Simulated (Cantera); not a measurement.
A closed system holds: 1 mol borazine, 5.4 mol O2, 190 mol H2, held at 27.0 Pa.

These are equilibrium values from Cantera (NASA tables, ideal gas, pure condensed phases), not measurements of a reactor. Candidate condensed phases: B, BN, B2O3, B3O3H3, H2O; 39 gas species. The feed counts by its element totals alone. The numbers say what is thermodynamically allowed, not how fast it happens.

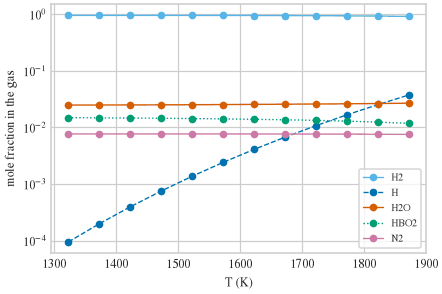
Fig. 1. Equilibrium gas composition (values under 1e-9 drawn at 1e-9)

Question: Read off the mole fractions at 1873 K.

Answer: H2 about 0.91, H about 0.038, H2O about 0.027, HBO2 about 0.012, N2 about 0.0075.
